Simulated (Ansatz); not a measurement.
**UB3LYP/STO-3G run of N2H3 (hydrazinyl radical)**

What is the electronic atomisation energy of N2H3 (hydrazinyl radical) at UB3LYP/STO-3G? 

The calculation is run with Ansatz 0.2.0.

30 further runs of the same task are left out: 30 set aside as unsound or not needed.

### 1 The molecule

N2H3: 5 atoms, total charge 0, spin state doublet. SMILES: `[NH]N`. The shape is that of a PBE0-D4/def2-TZVP optimisation. This is one conformer, not always the lowest.

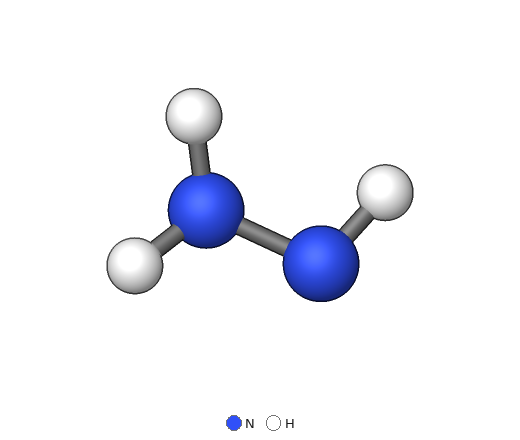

The structure, seen from a chosen angle (nitrogen blue, hydrogen white).

### 2 The energy at UB3LYP/STO-3G

File input.yaml:

```yaml
crystal:
  periodic: [false, false, false]
  atoms:
    - {symbol: "N", position_ang: [-0.187600, -0.818050, 0.454040]}
    - {symbol: "N", position_ang: [-0.128660, 0.235610, -0.368450]}
    - {symbol: H, position_ang: [0.759840, -0.951450, 0.811270]}
    - {symbol: H, position_ang: [-1.030950, 0.592300, -0.640030]}
    - {symbol: H, position_ang: [0.587360, 0.941580, -0.256830]}
basis:
  gaussian: {orbitals: STO-3G}
magnetization: {spin_polarized: true, initial_magnetization: 1}
hamiltonian: {xc: {name: B3LYP}}
accuracy: high
```

Run with:

```sh
ansatz run input.yaml --threads 1 --pin off --max-ram 3480MiB --events-out events.jsonl --progress --plain --runs-dir runs
```

What it wrote:

```text
Warning: RAYON_NUM_THREADS=1 ignored (pool sized by the plan → 1); use --threads N
Functional definition: B3LYP
  name "B3LYP"
  parameter a0 = 0.2
  parameter ax = 0.72
  parameter ac = 0.81
  exchange = (1 - a0 - ax)*slater_x + ax*b88_x + a0*exact_x
  correlation = (1 - ac)*vwn_rpa_c + ac*lyp_c
209 factors; integrals over basis functions are off by at most 1.2e-8 eV
mean field evaluation 1: about -2985.2166 eV, gradient 1.1e1 eV
mean field evaluation 2: about -2985.2777 eV, gradient 1.2e1 eV
mean field evaluation 4: about -2986.1612 eV, gradient 5.7e-1 eV
mean field evaluation 8: about -2986.1569 eV, gradient 3.7e-3 eV
mean field evaluation 16: about -2986.1569 eV, gradient 1.1e-7 eV
mean field -2986.15691918 eV, -109.7392426901 hartree, gradient 3.3e-8 eV, S^2 0.751266; 0 other end points of the search recorded, 0 dependent functions left out
reference -2986.15694313 eV, -109.7392435703 hartree; 9, 8 occupied and 4, 5 virtual orbitals, 209 factors
Total energy: -2986.15694313 eV, -109.7392435703 hartree
```

Run time: 1.3 s. Hardware: 1 thread of Arm Neoverse V1, shared host; peak memory 0.11 GiB.

### 3 The H atom at the same level

File job.yaml:

```yaml
basis:
  gaussian:
    orbitals: STO-3G
crystal:
  periodic: [false, false, false]
  atoms:
    - {symbol: H, position_ang: [0.000000, 0.000000, 0.000000]}
hamiltonian:
  xc: {name: B3LYP}
magnetization:
  spin_polarized: true
  initial_magnetization: 1
accuracy: high
```

Run with:

```sh
ansatz run job.yaml --threads 1 --pin off --max-ram 3480MiB --events-out events.jsonl --progress --plain --runs-dir runs
```

What it wrote, cut to the lines that bear on the results:

```text
Warning: RAYON_NUM_THREADS=1 ignored (pool sized by the plan → 1); use --threads N
[... 7 set-up lines as earlier in the session ...]
1 factors; integrals over basis functions are off by at most 4.6e-10 eV
mean field evaluation 1: about -12.7222 eV, gradient 0.0e0 eV
mean field evaluation 2: about -12.7222 eV, gradient 0.0e0 eV
mean field -12.72219657 eV, -0.4675321004 hartree, gradient 0.0e0 eV, S^2 0.750000; 0 other end points of the search recorded, 0 dependent functions left out
reference -12.72220983 eV, -0.4675325880 hartree; 1, 0 occupied and 0, 1 virtual orbitals, 1 factors
Total energy: -12.72220983 eV, -0.4675325880 hartree
```

Run time: 0.08 s. Hardware: 1 thread of Arm Neoverse V1, shared host.

### 4 The N atom

File in.yaml:

```yaml
crystal:
  periodic: [false, false, false]
  atoms:
    - {symbol: "N", position_ang: [0.000000, 0.000000, 0.000000]}
basis:
  gaussian:
    orbitals: STO-3G
magnetization:
  spin_polarized: true
  initial_magnetization: 3
hamiltonian:
  xc: {name: B3LYP}
accuracy: high
```

Run the same way, it converges to -53.88620 Eh (log not shown).

### 5 What came out

At UB3LYP/STO-3G:

| quantity | value |
| --- | --- |
| molecule: total energy | -109.73924 Eh |
| molecule: ⟨S²⟩ | 0.751 |
| H atom: total energy | -0.46753 Eh |
| H atom: ⟨S²⟩ | 0.750 |
| N atom: total energy | -53.88620 Eh |
| N atom: ⟨S²⟩ | 3.750 |
| electronic atomisation energy | 15.354 eV |

In words: Taking the molecule apart into free atoms costs 15.35 eV (354 kcal/mol), before zero-point energy and without spin-orbit coupling. In a minimal basis such a difference can be off by several eV, whatever the method.
